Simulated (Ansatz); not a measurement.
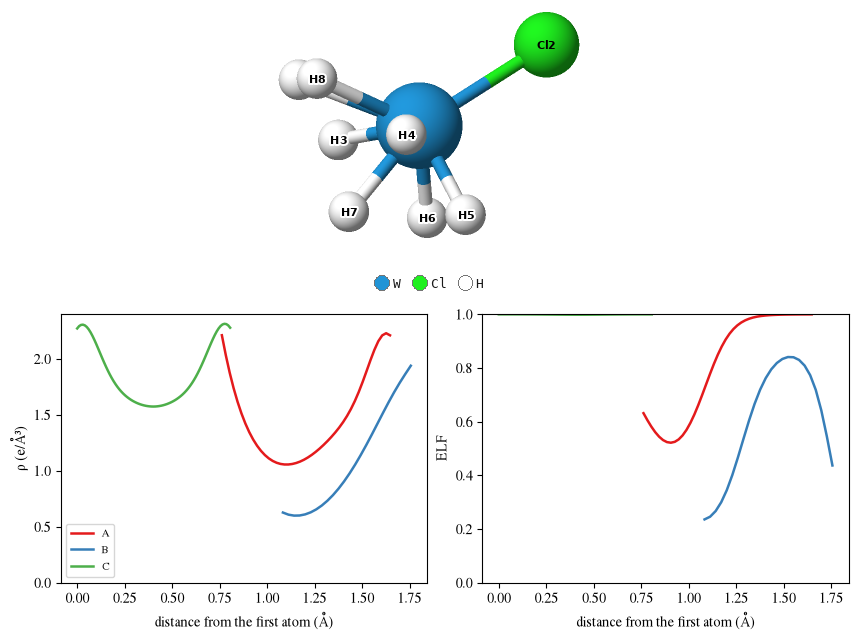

ClH$_{7}$W. Electron density and ELF along straight lines between neighbouring atoms. The curves leave out the atomic cores. The structure is drawn too.

Core potentials replace the inner electrons of W.

Theory: RHF/def2-SVP (Ansatz 0.2.0).

```xyz
9

W     0.0976    0.1194    0.6980
Cl   -0.8367   -0.7468    2.6632
H     1.5866   -0.5425    0.2525
H    -0.5468    1.5927    0.1814
H    -1.1746    0.0326   -0.3446
H     0.0382   -1.1896   -0.3005
H     0.4353    0.4015   -0.9402
H     1.1364    1.7227    0.5327
H     1.7053    1.1533    0.5567
```

### Which curve belongs to which contact (H–H, W–Cl and W–H)? The first atom named is at distance zero.

Curve A: W–H (1.65 Å): the density is about 1.7 e/Å³ at the midpoint; the ELF climbs to about 1 towards the hydrogen. Curve B: W–Cl (2.34 Å): ρ is about 0.6 e/Å³ halfway; the ELF peaks at about 0.85 in the valence shell of Cl, 0.8 Å from its nucleus, and is about 0.30 at the midpoint. Curve C: H8···H9 (0.81 Å): the density falls to about 1.6 e/Å³ on the way; the ELF is about 1 at the midpoint.
